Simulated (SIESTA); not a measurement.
Convergence study of shifted k-point meshes for TlIO3 (R3m, 5 atoms in the cell)

```yaml
crystal:
  lattice:
    - [3.16025, 1.82457, 2.66340]
    - [-3.16025, 1.82457, 2.66340]
    - [0.00000, -3.64914, 2.66340]
  atoms:
    - { symbol: Tl, position: [0.01501, 0.01501, 0.01501] }
    - { symbol: I, position: [0.50186, 0.50186, 0.50186] }
    - { symbol: O, position: [0.90328, 0.46189, 0.46189] }
    - { symbol: O, position: [0.46189, 0.90328, 0.46189] }
    - { symbol: O, position: [0.46189, 0.46189, 0.90328] }
```

Method: GGA PBEsol, numerical atomic orbitals DZP, PseudoDojo PBEsol standard norm-conserving potentials (rewritten from UPF to PSML) in SIESTA.

Base settings: XC.functional = GGA; XC.authors = PBEsol; potentials = PseudoDojo PBEsol standard; PAO.BasisSize = DZP; PAO.EnergyShift = 0.005 Ry; MeshCutoff = 400 Ry; kgrid.MonkhorstPack = 3 3 3; OccupationFunction = FD; ElectronicTemperature = 0.02 eV; MaxSCFIterations = 150.

Only quantities that move along the ladder and can be compared are tabulated.

The starting cell comes from a database of computed structures (which also holds hypothetical and non-ambient phases and stackings), without a prior relaxation at this level. Its lattice was rescaled by up to half a per cent. One atom was moved a little off its site on purpose. Values carry the incompleteness of an atom-centred basis. In the base run, with a pressure of about 4 GPa the cell is away from its equilibrium volume at this level. In the base run, forces exceed 1 eV/Å.

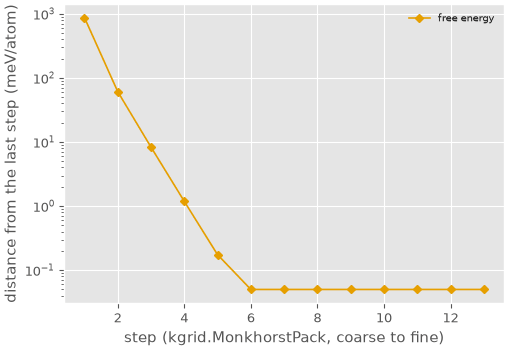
Distance from the last step along the ladder; very small values are drawn at a floor.

| kgrid.MonkhorstPack | free energy less the last step's (meV/atom) | pressure (GPa) | largest difference of a force vector from the last step's (eV/Å) |
|---|---|---|---|
| 1 1 1 shifted by 0.5 0.5 0.5 | 876.29 | 10.93 | 4.361 |
| 2 2 2 shifted by 0.5 0.5 0.5 | -61.17 | 3.89 | 0.476 |
| 3 3 3 shifted by 0.5 0.5 0.5 | 8.32 | 4.69 | 0.109 |
| 4 4 4 shifted by 0.5 0.5 0.5 | -1.19 | 4.47 | 0.024 |
| 5 5 5 shifted by 0.5 0.5 0.5 | 0.17 | 4.50 | 0.005 |
| 6 6 6 shifted by 0.5 0.5 0.5 | -0.05 | 4.49 | 0.001 |
| 7 7 7 shifted by 0.5 0.5 0.5 | 0.01 | 4.50 | 0.000 |
| 8 8 8 shifted by 0.5 0.5 0.5 | 0.00 | 4.50 | 0.000 |
| 9 9 9 shifted by 0.5 0.5 0.5 | 0.00 | 4.50 | 0.000 |
| 10 10 10 shifted by 0.5 0.5 0.5 | 0.00 | 4.50 | 0.000 |
| 11 11 11 shifted by 0.5 0.5 0.5 | 0.00 | 4.50 | 0.000 |
| 12 12 12 shifted by 0.5 0.5 0.5 | 0.00 | 4.50 | 0.000 |
| 13 13 13 shifted by 0.5 0.5 0.5 | 0.00 | 4.50 | 0.000 |
| 16 16 16 shifted by 0.5 0.5 0.5 | 0.00 | 4.50 | 0.000 |

Coarsest kgrid.MonkhorstPack that holds the free energy within 2 meV/atom of the last step, with all finer ones: 4 4 4 shifted by 0.5 0.5 0.5; the step before is off by 8.3 meV/atom.

Coarsest kgrid.MonkhorstPack that holds the pressure within 0.1 GPa of the last step, with all finer ones: 4 4 4 shifted by 0.5 0.5 0.5; the step before is off by 0.19 GPa.

Coarsest kgrid.MonkhorstPack that holds the forces within 0.01 eV/Å of the last step, with all finer ones: 5 5 5 shifted by 0.5 0.5 0.5; the step before is off by 0.024 eV/Å.
